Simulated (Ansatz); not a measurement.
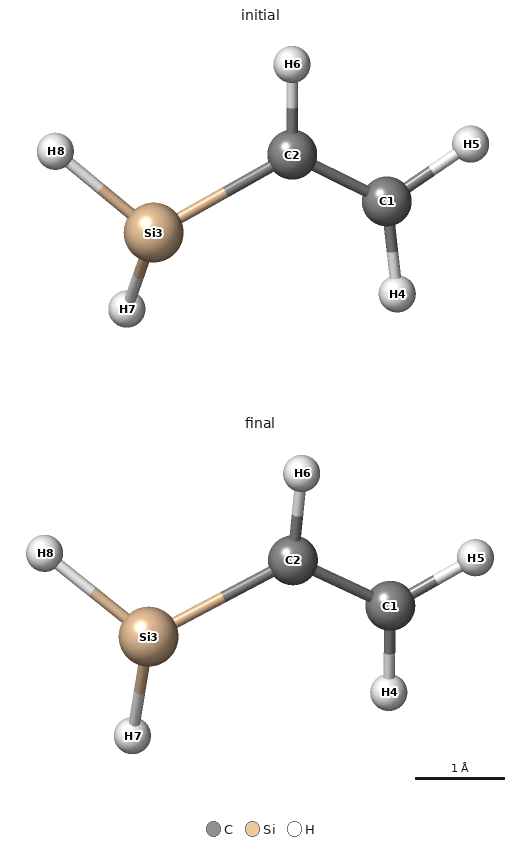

The structure of C₂H₅Si (multiplicity 2) (coarse preliminary run) before (top) and after (bottom) a relaxation, at one scale.

A ball-and-stick model, seen at a tilt.

The start comes from a force field.

All numbers below come from UKS PBE-D4/def2-SVP in Ansatz.

The input:
```yaml
crystal:
  periodic: [false, false, false]
  atoms:
    - {symbol: C, position_ang: [-0.353000, 0.942400, -0.863200]}
    - {symbol: C, position_ang: [-0.345400, 0.318000, 0.284000]}
    - {symbol: Si, position_ang: [0.912600, -0.886100, 0.758900]}
    - {symbol: H, position_ang: [0.411900, 0.872000, -1.665300]}
    - {symbol: H, position_ang: [-1.211400, 1.675700, -1.087700]}
    - {symbol: H, position_ang: [-1.111400, 0.493600, 1.032800]}
    - {symbol: H, position_ang: [1.322800, -1.748600, -0.379000]}
    - {symbol: H, position_ang: [0.466100, -1.724100, 1.863700]}
basis:
  gaussian: {orbitals: def2-SVP}
magnetization: {spin_polarized: true, initial_magnetization: 1}
hamiltonian: {xc: pbe, dispersion: d4}
relax: {f_tol: 0.03, max_steps: 200}
```

### Summarise the run.

After 5 accepted moves (6 points after the start) the energy has fallen by 5.46 kcal/mol. The largest force component goes from 2.9 to 0.013 eV/Å. The line search rejected the trial step at point 2 of the run. The largest move after the best rigid fit is that of H7, 0.28 Å. By element the largest moves are H 0.28 Å, Si 0.07 Å, C 0.07 Å. Near-neighbour distances that change, for instance: C1–C2 1.306 → 1.358 Å, Si3–H8 1.457 → 1.505 Å, C1–H5 1.151 → 1.103 Å, C2–Si3 1.805 → 1.850 Å. Bond angles that change, for instance: C2–C1–H4 126.9° → 122.0°, C1–C2–H6 121.6° → 117.9°, H7–Si3–H8 109.4° → 112.6°. The run took of the order of 25 core-seconds on a shared host.
